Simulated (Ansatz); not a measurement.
**BSiH5: a changed input and its effect**

System: BSiH5 (BH2(SiH3)).
Method of run 1: RKS PBE-D4/def2-TZVPD (Ansatz 0.2.0).

The geometry comes from this level: B3LYP-D4/def2-TZVP. Text and figures count atoms from 1; the logs count them from 0 in places.

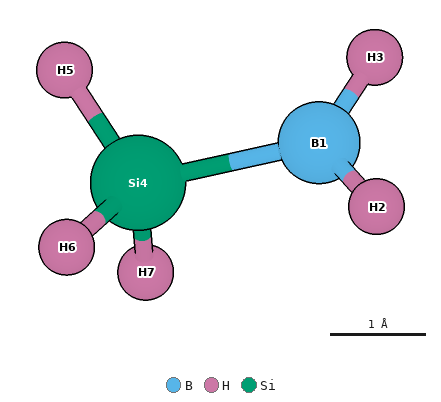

The structure as given in the input (ball-and-stick view, seen at a tilt; atoms are numbered from 1 in the order of the input).

Input file, run 1:
```yaml
crystal:
  periodic: [false, false, false]
  atoms:
    - {symbol: B, position_ang: [0.596596, 1.039963, 0.009243]}
    - {symbol: H, position_ang: [1.787463, 1.069746, 0.007570]}
    - {symbol: H, position_ang: [0.023099, 2.081113, -0.069450]}
    - {symbol: Si, position_ang: [-0.405090, -0.702889, 0.048339]}
    - {symbol: H, position_ang: [-1.757265, -0.594832, 0.650305]}
    - {symbol: H, position_ang: [0.331091, -1.794347, 0.733235]}
    - {symbol: H, position_ang: [-0.575883, -1.098755, -1.379241]}
basis:
  gaussian: {orbitals: def2-TZVPD, initial_orbitals: start.molden}
hamiltonian: {xc: pbe, dispersion: d4}
scf: {omitted_lower_state_checks: [starts]}
output: {orbitals: {seedname: orbitals}}
```

Command:
```bash
ansatz run in.yaml --threads 4 --pin off --events-out ev --progress --plain --max-ram 3916MiB
```

Hardware: 4 threads of Arm Neoverse V2, 23 GiB of memory available, shared host.

Output (run 1):
```
Functional definition: PBE
  parameter kappa = 0.804
  parameter beta = 0.06672455060314922
  exchange = pbe_x(kappa = kappa, mu = beta*pi^2/3)
  correlation = pbe_c(beta = beta)
these checks for a lower state are left out or cut short: starts
695 factors; their error is unknown
mean field evaluation 1: about -8628.6140 eV, gradient 7.6e0 eV
mean field evaluation 2: about -8628.6710 eV, gradient 8.0e-2 eV
mean field evaluation 4: about -8628.6579 eV, gradient 1.7e-4 eV
mean field -8628.65785784 eV, -317.0973275613 hartree, gradient 1.4e-5 eV, S^2 0.000000; 0 other end points of the search recorded, 0 dependent functions left out
reference -8628.65790540 eV, -317.0973293092 hartree; 12, 12 occupied and 113, 113 virtual orbitals, 695 factors
Total energy: -8628.74395757 eV, -317.1004916679 hartree
Checks for a lower state left out: starts
```

For run 2 the input was changed thus:
```diff
+total_charge: -1
+magnetization: {spin_polarized: true, initial_magnetization: 1}
```

Predict how the results change.

The two differ by one electron: at this geometry, adding it changes the energy by −0.73 eV. The HOMO goes from −7.24 to 2.13 eV. The LUMO goes from −3.49 to 3.41 eV.

Output (run 2):
```
Functional definition: PBE
  parameter kappa = 0.804
  parameter beta = 0.06672455060314922
  exchange = pbe_x(kappa = kappa, mu = beta*pi^2/3)
  correlation = pbe_c(beta = beta)
these checks for a lower state are left out or cut short: starts
695 factors; their error is unknown
mean field evaluation 1: about -8629.3104 eV, gradient 4.9e0 eV
mean field evaluation 2: about -8629.3604 eV, gradient 7.0e-2 eV
mean field evaluation 4: about -8629.3513 eV, gradient 1.7e-4 eV
mean field -8629.35126037 eV, -317.1228096343 hartree, gradient 1.6e-5 eV, S^2 0.753558; 0 other end points of the search recorded, 0 dependent functions left out
reference -8629.35131879 eV, -317.1228117813 hartree; 13, 12 occupied and 112, 113 virtual orbitals, 695 factors
Total energy: -8629.47666696 eV, -317.1274182414 hartree
Checks for a lower state left out: starts
```

The two runs side by side:

```csv
quantity,run 1,run 2
outcome,converged,converged
total energy (hartree),−317.100492,−317.127418
HOMO (eV),−7.24,2.13
LUMO (eV),−3.49,3.41
basis functions,125,125
⟨S²⟩,–,0.754
wall time (shared host),0.6 s,1.1 s
```

For run 2: The highest filled orbital lies above zero: either the extra electron isn't bound at this level, or the self-interaction error of the functional lifts the level.
